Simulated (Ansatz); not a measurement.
C3H10Ge (SMILES CC[CH2][GeH3])

```yaml
atoms:
  - { symbol: C, position_ang: [-0.6607, 1.9622, -0.3242] }
  - { symbol: C, position_ang: [-0.6670, 0.5039, 0.1055] }
  - { symbol: C, position_ang: [0.6501, -0.2022, -0.1874] }
  - { symbol: Ge, position_ang: [0.6654, -2.0828, 0.3612] }
  - { symbol: H, position_ang: [-0.4771, 2.0532, -1.3984] }
  - { symbol: H, position_ang: [-1.6143, 2.4491, -0.1057] }
  - { symbol: H, position_ang: [0.1255, 2.5195, 0.1926] }
  - { symbol: H, position_ang: [-1.4858, -0.0206, -0.3997] }
  - { symbol: H, position_ang: [-0.8875, 0.4415, 1.1771] }
  - { symbol: H, position_ang: [1.4765, 0.3031, 0.3227] }
  - { symbol: H, position_ang: [0.8752, -0.1626, -1.2581] }
  - { symbol: H, position_ang: [0.4143, -2.1948, 1.8773] }
  - { symbol: H, position_ang: [2.0191, -2.7407, 0.0369] }
  - { symbol: H, position_ang: [-0.4467, -2.8581, -0.3710] }
```

Geometry: PBE0-D4/def2-TZVP.

Computed with Ansatz, RKS PBE0-D4/def2-TZVPP.

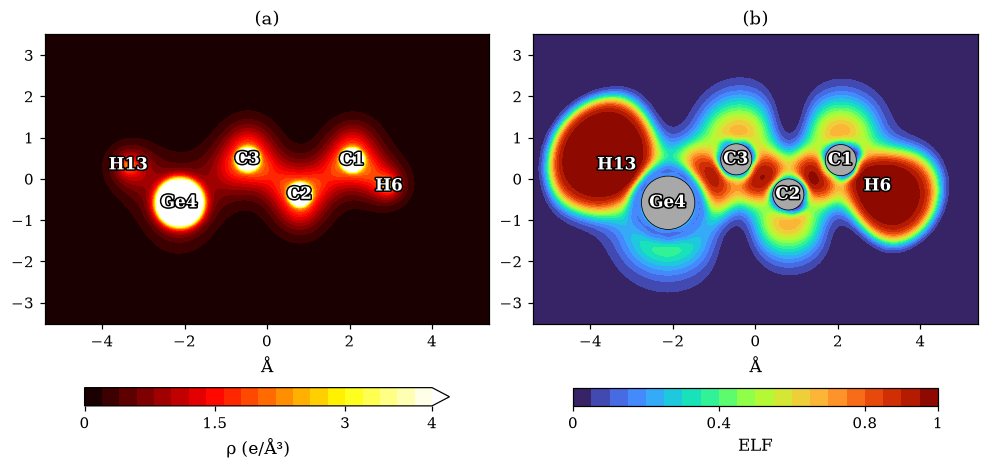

Figure 1. (a) electron density; (b) electron localisation function on the plane of atoms C2, C1 and H6. Grey discs cover the atomic cores in the ELF map.

Interpret the plot.

Answer.
- The plane passes through C, Ge and H nuclei.
- C–C (1.52 Å): the density is about 1.7 e/Å³ at the midpoint; the ELF peaks at about 0.95 between the atoms; localised, covalent bonding.
- C–Ge (1.96 Å): the density is about 0.87 e/Å³ at the midpoint; the ELF peaks at about 0.95 in the valence shell of C, 0.7 Å from its nucleus, and is about 0.70 at the midpoint.
- C–H (1.09 Å): ρ is about 2 e/Å³ halfway; the ELF climbs to about 1 towards the hydrogen, as it does in any bond to H (a covalent bond by its length).
- Ge–H (1.54 Å): the density is about 1.1 e/Å³ at the midpoint; the ELF climbs to about 1 towards the hydrogen.

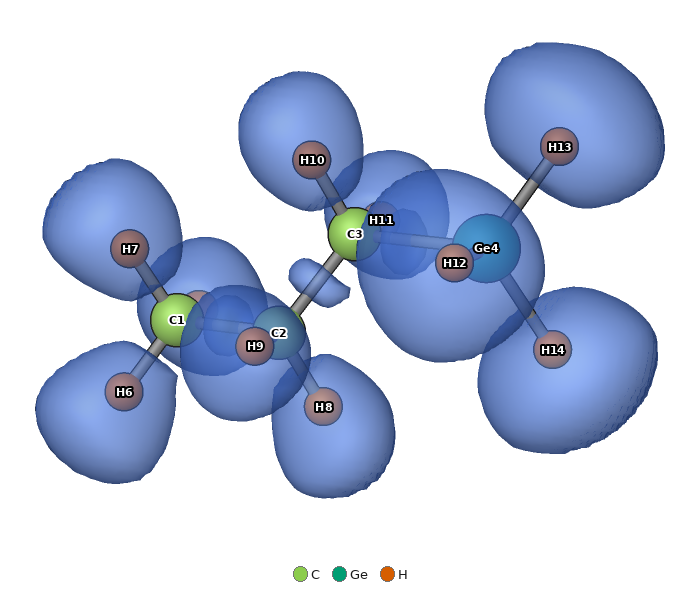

Figure 2. Isosurface of the electron localisation function at 0.85 (blue), seen at a tilt. Core shells and regions of very low density are left out.

Identify the bonds, lone pairs and shells in this picture.

Answer. The surface consists of two regions between bonded C–C atoms (shared pairs), ten regions around hydrogen nuclei and one lobe of the valence shell of C pointing towards Ge (polar bonds).

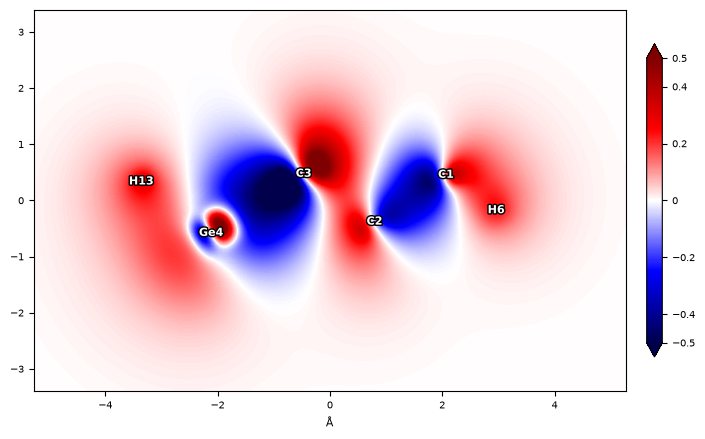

Figure 3. The HOMO on the plane of atoms C3, Ge4 and H13 (values in Å⁻³ᐟ²; the overall sign is arbitrary).

Where does this orbital lie, and at what energy?

Answer. Its weight (Hirshfeld) is mainly on C3 (about 30 %), Ge4 (about 25 %), C1 (about 10 %) and C2 (about 10 %). Its energy is −8.26 eV.
